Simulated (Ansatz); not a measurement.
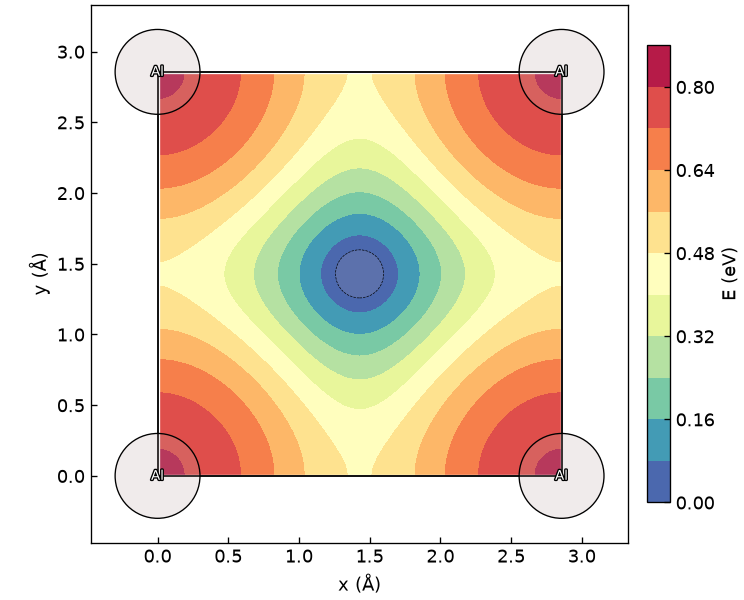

Al on an Al(100) slab cut from the Fm-3m phase, its upper half relaxed before the scan (12 atoms of substrate and one adsorbate in a 2 × 2 cell). 
- Al is moved over the surface cell; relaxed at each place: the height of the adsorbate's atoms; substrate rigid; the origin of the map has the adsorbate above Al9.
- Places are given modulo a cell vector. The map is drawn in real space over the plane of the surface.
- Grid: 6 × 6 points; 10 points were computed and 26 follow by symmetry.
- Places are given in fractions of the 1 × 1 surface cell.
- All energies are given in eV relative to the lowest grid point.
- Method: Ansatz, DFT PBE, scalar-relativistic, plane waves, PAW. Settings: cutoff 420 eV, k-mesh 5×5×1, gaussian smearing 0.1 eV, no spin polarisation.

The picture shows filled contours, labelled circles for the atoms of the top layer and small ones for the second layer, the outline of one cell of the plane. Between grid points the surface is interpolated.

The lowest grid point is at a fourfold hollow over a second-layer Al atom, (3/6, 3/6) of the cell vectors. It is the only kind of minimum in the scanned range. The highest grid point, the top site over a surface Al atom, (0/6, 0/6) of the cell vectors, lies 0.81 eV above the lowest. On the interpolated surface the easiest way out of the lowest well to its copy in the next cell or period passes a barrier of about 0.47 eV. At the lowest point the adsorbate has 4 Al at 2.74 Å as nearest neighbours, at the highest 1 Al at 2.63 Å. Its relaxed height above the top atom is 1.85 Å at the lowest and 2.63 Å at the highest point.

Al is replaced by H; all else is set up alike.

What will the new map look like?

The minimum (interpolated where it lies between grid points) moves from a fourfold hollow over a second-layer Al atom, (3/6, 3/6) of the cell vectors to a bridge site between two Al atoms, (0/6, 3/6) of the cell vectors. The highest place moves from the top site over a surface Al atom, (0/6, 0/6) of the cell vectors to a fourfold hollow over a second-layer Al atom, (3/6, 3/6) of the cell vectors. The span from the lowest to the highest grid point shrinks from 0.81 to 0.43 eV. The easiest pass out of the lowest well goes from about 0.47 to about 0.26 eV on the interpolated surfaces. In the new map: at the lowest point the adsorbate has 2 Al at 1.79 Å as nearest neighbours, at the highest 4 Al at 2.15 Å. Its relaxed height above the top atom is 1.08 Å at the lowest and 0.73 Å at the highest point.

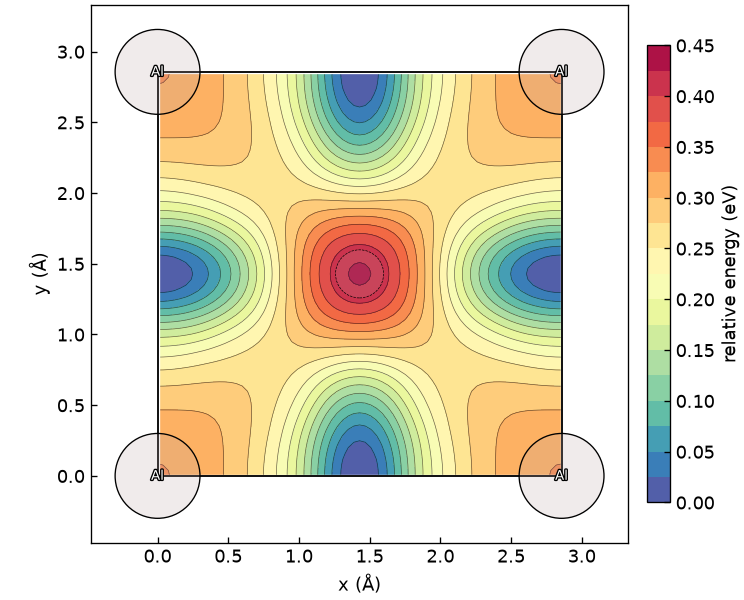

The map after the change, on a colour scale of its own. In the figure: filled contours, labelled circles for the atoms of the top layer and small ones for the second layer, the outline of one cell of the plane. Between grid points the surface is interpolated.

PAW datasets: the set soft_1.
